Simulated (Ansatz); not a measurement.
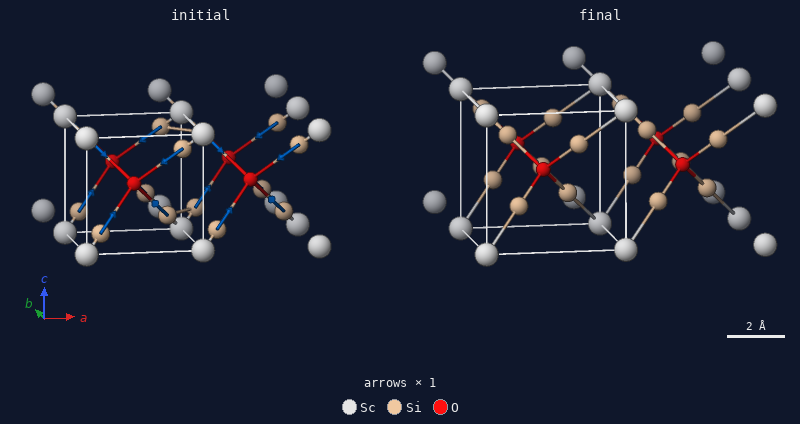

The structure of crystalline ScSi4O (a generated structure, set up in P-43m) (coarse preliminary run) before (left) and after (right) a relaxation, at one scale. The blue arrows give the displacements (the part carried along by the change of the cell is left out), at their true length.

Style: ball-and-stick. Shown: the cell of the calculation, repeated 2 × 2 × 1 with one cell outlined, slightly off an axis.

Theory: DFT PBE, scalar-relativistic, plane waves, PAW in Ansatz.

The input:
```yaml
crystal:
  lattice:
    - [4.21253378, 0.0, 0.0]
    - [0.0, 4.21253378, 0.0]
    - [0.0, 0.0, 4.21253378]
  atoms:
    - { symbol: Sc, position: [0.0, 0.0, 0.0] }
    - { symbol: Si, position: [0.148, 0.148, 0.148] }
    - { symbol: Si, position: [0.148, 0.852, 0.852] }
    - { symbol: Si, position: [0.852, 0.852, 0.148] }
    - { symbol: Si, position: [0.852, 0.148, 0.852] }
    - { symbol: O, position: [0.5, 0.5, 0.5] }
basis:
  ecutwfc: 420
kpoints:
  mp_grid: { grid: [4, 4, 4] }
hamiltonian:
  xc: pbe
scf:
  occupations: { method: gaussian, width: 0.1 }
  lower_state_search: "off"
output:
  forces: true
  stress: true
  eigenvalues: true
relax:
  adjacent_minimum: "off"
  f_tol: 0.04
  max_steps: 70
  cell: { stress_tol: 0.4 }
```

Run as
```bash
ansatz run input.yaml --threads 1 --pin off --max-ram 2560MiB --backend cpu --events-out ev --progress --plain --runs-dir out
```

### Describe what moved and what it gained.

The largest moves relative to the cell, 1.19 Å, are those of Si2, Si3, Si4 and Si5. Si3 goes along [1 −1 −1]. O and Sc stay in place. The drawn cell changes as follows: a = b = c 4.213 → 5.039 Å (+19.6 %); the volume changes by +71.1 %. Near-neighbour distances that change, for instance: Si2–Si3 1.763 → 4.058 Å, Sc1–Si2 1.080 → 2.485 Å, Si2–Si3 (another image) 4.194 → 3.068 Å, Si2–O6 2.568 → 1.879 Å. Bonds break, among them: Si2–Si3 (1.76 → 4.06 Å), Si2–Si4 (1.76 → 4.06 Å), Si2–Si5 (1.76 → 4.06 Å), Si3–Si4 (1.76 → 4.06 Å). The space group stays P-43m (No. 215). The energy falls by 31688 meV per atom in 10 accepted moves (12 points after the start). Largest force component: 110 eV/Å at the start, 0.0006 eV/Å at the end. The pressure goes from 604.24 to 0.07 GPa. The SCF was repeated twice at an unchanged geometry on a basis and grid sized afresh for the cell, which shifted the energy by 78.8 meV per atom at most. The run took 85 s on 1 thread of Intel(R) Xeon(R) Processor @ 2.50GHz (Skylake/Cascade Lake) (shared host), peak memory 0.39 GiB.

Limits of the set-up: the k-point mesh is coarse for a cell with partly filled bands.
